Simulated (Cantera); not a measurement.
Charge: 1 mol FeS2, a varied amount of H2, held at 2023 K and 11.0 Pa.

These are equilibrium values from Cantera (NASA tables, ideal gas, pure condensed phases), not measurements of a reactor. Candidate condensed phases: Fe, FeS, FeS2, S; 8 gas species. Rates play no part.

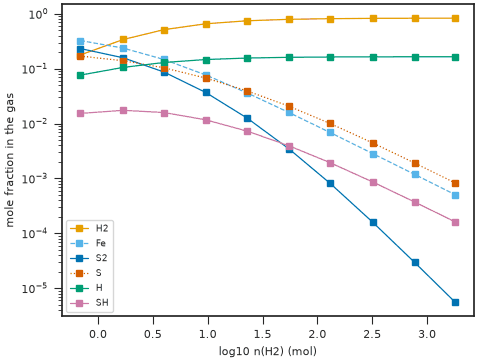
*Equilibrium gas composition (values under 1e-9 drawn at 1e-9)*

### Question
Read off the mole fractions at 130 mol H2.

### Answer
H2 about 0.82, H about 0.16, S about 0.010, Fe about 0.0069, SH about 0.0019, S2 about 0.00082.
